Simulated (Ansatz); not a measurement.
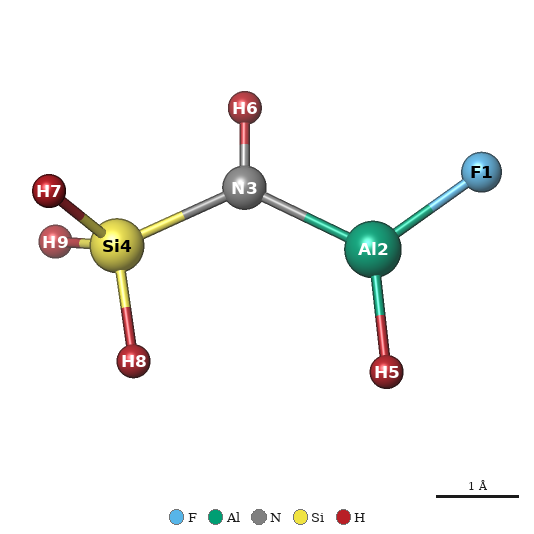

Orthographic view. Atoms fade into the background with distance from the viewer. The computed structure is the end point of a PBE0-D4/def2-TZVP optimisation.

Write the connection table.

F1: Al2
Al2: F1, N3, H5
N3: Al2, Si4, H6
Si4: N3, H7, H8, H9
H5: Al2
H6: N3
H7: Si4
H8: Si4
H9: Si4
